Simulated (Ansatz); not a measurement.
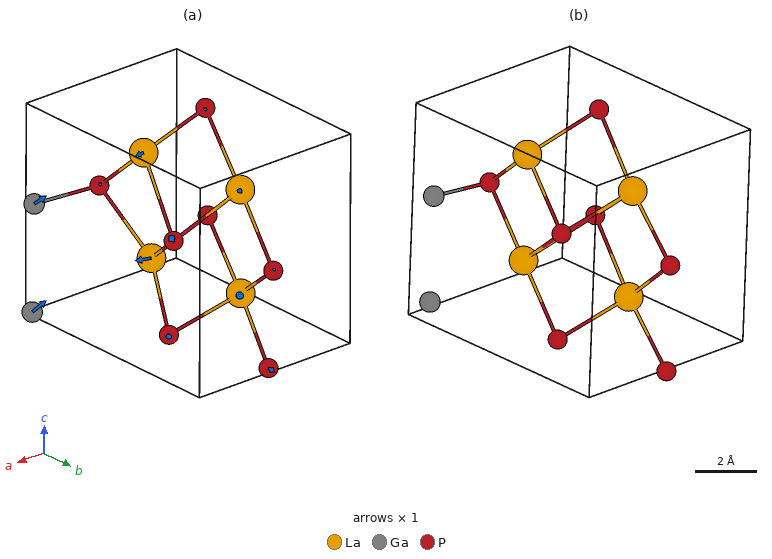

The structure of crystalline La₂GaP₃ (built on the Li2HfO3-12 type type) before (left) and after (right) a relaxation, at one scale. The blue arrows give the displacements (the part carried along by the change of the cell is left out), at their true length.

A ball-and-stick model of the cell of the calculation, reduced to other axes, seen from a free direction. Lengths and directions refer to the drawn axes.

Case: shaken.

Computed with DFT, PBEsol, plane waves, PAW (Ansatz). (plane-wave cutoff 420 eV; k-point mesh 4 × 4 × 2; occupations fermi dirac; smearing width 0.05 eV; no spin polarisation; cell and atoms relaxed; force threshold 0.01 eV/Å; at most 120 steps)

**Summarise the run.**

The largest move relative to the cell is that of a Ga atom, 0.62 Å along [−3 1 2]. By element the largest moves are Ga 0.62 Å, La 0.57 Å, P 0.36 Å. Cell: a 6.066 → 6.062 Å (−0.1 %), b 6.685 → 6.887 Å (+3.0 %), c 8.094 → 8.141 Å (+0.6 %), α 102.1° → 99.5°, β 90.2° → 93.6°, γ 116.2° → 118.2°. Volume +1.9 %. Some distances before and after: La–P 3.505 → 3.038 Å, La–P 2.592 → 3.017 Å, Ga–P 1.984 → 2.392 Å, La–P 2.731 → 3.137 Å. Bond angles that change, for instance: P–Ga–P 169.4° → 136.3°, P–Ga–P 163.7° → 136.3°, P–La–P 155.8° → 179.2°. The space group stays P1 (No. 1). The energy falls by 3.886 eV per cell of the calculation in 9 accepted moves (11 points after the start). Largest force component: 5.9 eV/Å at the start, 0.0039 eV/Å at the end. Pressure: 3.53 GPa at the start and 0.01 GPa at the end. The line search rejected the trial step at point 8 of the run. The SCF was repeated once at an unchanged geometry on a basis and grid sized afresh for the cell, which shifted the energy by 2.0 meV per cell of the calculation at most.

Limits of the set-up: the k-point mesh is coarse for a cell with partly filled bands.
